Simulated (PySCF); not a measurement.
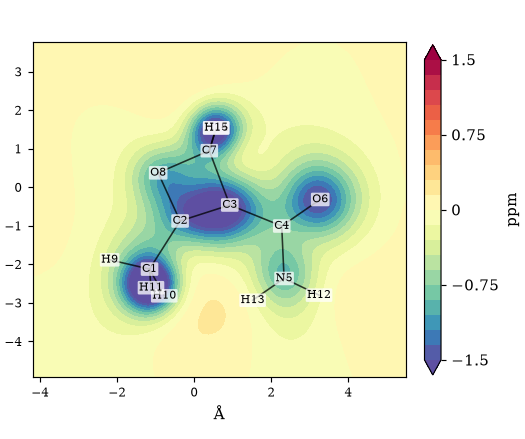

C₅H₇NO₂, SMILES `CC1=C(C(N)=O)CO1`. Isotropic NICS 1.7 Å above the plane of the 4-membered ring C2/C3/C7/O8; GIAO shieldings; atoms are projected onto the map; negative values mean shielding.

Level of theory: CAM-B3LYP/def2-SVP (PySCF), at a geometry from GFN2-xTB. No frequency check shows the geometry to be a minimum.

The calculation's input:

```python
import numpy as np
from pyscf import gto, scf, dft
from pyscf.prop import nmr
from pyscf.data import nist

def solve(mol, dm0=None, hcore=None):
    mf = (dft.UKS if mol.spin else dft.RKS)(mol, xc='camb3lyp')
    mf.grids.level = 3
    mf.conv_tol, mf.max_cycle = 1e-8, 80
    if hcore is not None:
        mf.get_hcore = lambda *args: hcore
    mf.kernel(dm0)
    if not mf.converged:
        mf = mf.newton().run(mf.mo_coeff, mf.mo_occ, max_cycle=30)
    assert mf.converged, 'SCF not converged'
    return mf

mol = gto.M(atom='''
C      1.74921     1.62603    -0.03459
C      1.15822     0.27040    -0.00591
C     -0.05246    -0.33724     0.00815
C     -1.46845    -0.00652    -0.00229
N     -1.73818     1.32958     0.02917
O     -2.34979    -0.84192    -0.05003
C      0.69024    -1.64851     0.02438
O      1.91292    -0.87599     0.01212
H      2.80882     1.54401    -0.26303
H      1.26326     2.24106    -0.79023
H      1.63970     2.11263     0.93511
H     -2.70114     1.61782     0.06193
H     -1.01838     2.01620     0.15271
H      0.60353    -2.27115    -0.86355
H      0.60590    -2.24930     0.92770
''', basis='def2-svp', charge=0, spin=0, verbose=4)
mf = solve(mol)
vxc = nmr.rks.get_vxc_giao  # smaller grid blocks
nmr.rks.get_vxc_giao = lambda *a, **k: vxc(*a, **{**k, 'max_memory': 300})
calc = nmr.RKS(mf)
calc.cphf = True
nuclei = calc.kernel()
mo1 = calc.mo10
# ring centres and points 1 angstrom above and below them
points = np.array([
    [0.9272, -0.6478, 0.0097],
    [0.9294, -0.6327, 1.0096],
    [0.9251, -0.6630, -0.9902],
]) / nist.BOHR
mol.atom_coord = lambda i, unit='Bohr': points[i]
idx = range(len(points))
sigma = (calc.dia(shielding_nuc=idx) + calc.para(mo10=mo1, shielding_nuc=idx)[0]) * nist.ALPHA**2 * 1e6
for p, t in zip(points, sigma):
    print('NICS at %8.4f %8.4f %8.4f  %8.2f ppm' % (*(p * nist.BOHR), -t.trace() / 3))
occ = mf.mo_coeff[:, mf.mo_occ > 0]
dm1 = np.array([mf.mo_coeff @ (2 * x) @ occ.T for x in mo1])
np.savez('result.npz', sigma=sigma, nuclei=nuclei, dm0=mf.make_rdm1(), dm1=dm1, e=mf.e_tot, eps=mf.mo_energy, occ=mf.mo_occ)
```

Run with:

```sh
OMP_NUM_THREADS=1 python input.py
```

The run took 4.2 min on 1 thread of AMD EPYC (Zen 3), on a shared host, peak memory 1.1 GiB.

The script gives the values at the ring points; maps and scans were evaluated afterwards from its response orbitals, outside that time.

**Classify the ring and give its NICS values.**

It is neither clearly shielded nor deshielded above its centre; an sp³ atom breaks the ring's conjugation, so the values mix its σ bonds and separate π bonds and show no closed π ring current: NICS(0) = −4.3, NICS(1) = −2.1, NICS(1)zz = −2.1 ppm.

**What absolute proton shieldings does the same calculation give?**

From 26.9 ppm (H14) to 29.9 ppm (H9).
